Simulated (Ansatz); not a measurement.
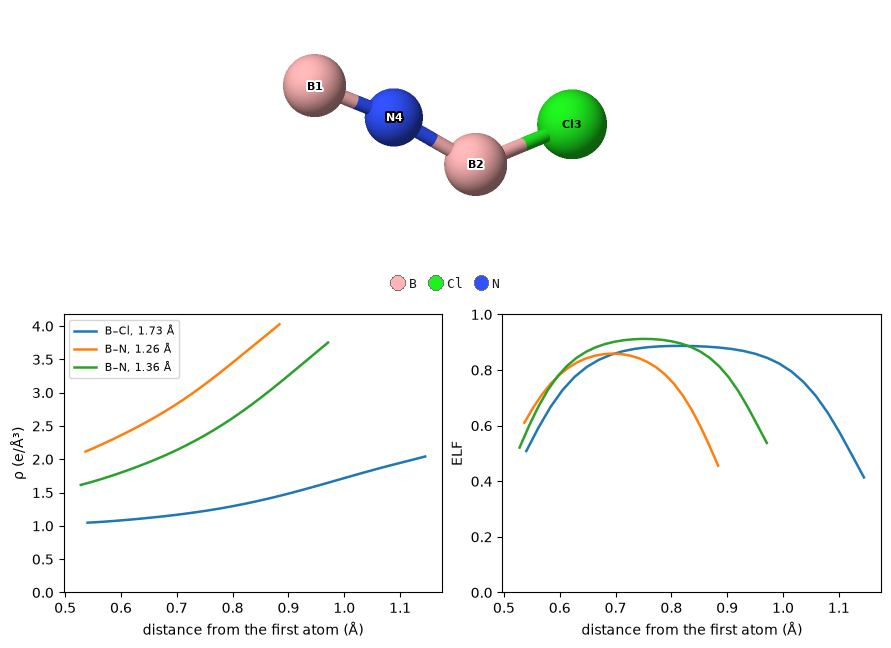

*B2ClN (SMILES [B]/N=B/Cl) (triplet). Total electron density and electron localisation function along straight lines between neighbouring atoms. The curves leave out the atomic cores. The structure is drawn too.*

Geometry: PBE0-D4/def2-TZVP.

All numbers below come from isolated molecule in a Gaussian basis; Kohn-Sham density functional theory, functional PBE0 in Ansatz 0.2.0.

```xyz
4

B     1.1237   -0.8551    2.4429
B    -1.1055    0.5164    2.4843
Cl   -2.4093    0.6507    3.6109
N     0.0293   -0.2350    2.5512
```

Question: What kind of bonding do the profiles show?

Answer: B–Cl (1.73 Å): ρ is about 1.4 e/Å³ halfway; the ELF peaks at about 0.90 between the atoms (a polar covalent bond).
B–N (1.26 Å): the density is about 2.5 e/Å³ at the midpoint; the ELF peaks at about 0.85 between the atoms (a polar covalent bond).
B–N (1.36 Å): ρ is about 2.1 e/Å³ halfway; the ELF peaks at about 0.90 between the atoms: a short, strongly polar bond.
